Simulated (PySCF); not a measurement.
Consider Rb$_{2}$.

```xyz
2

Rb    0.0000    0.0000   -2.1430
Rb    0.0000    0.0000    2.1430
```

The calculation used PBE0/x2c-TZVPall, spin-free X2C-1e, Gaussian nucleus, at a bond length of 4.286 Å in PySCF.

### Predict the electron density and electron localisation function between the atoms.

Rb–Rb (4.29 Å): ρ is about 0.03 e/Å³ halfway; the ELF is about 0.25 at the midpoint.

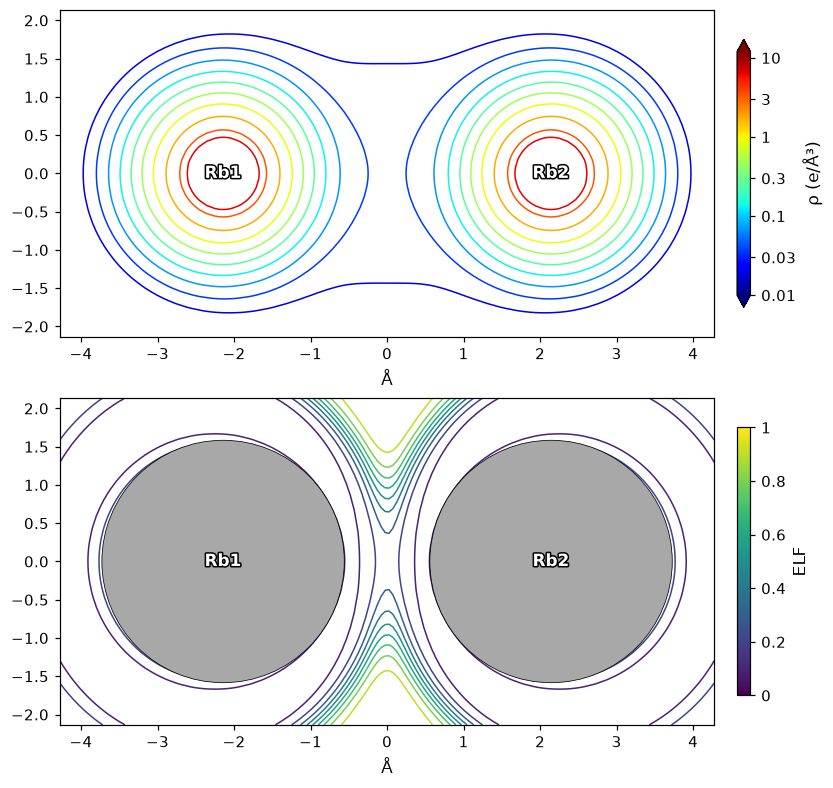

Computed electron density and electron localisation function on a plane that holds the molecular axis, in this order. Grey discs cover the atomic cores in the ELF map. 
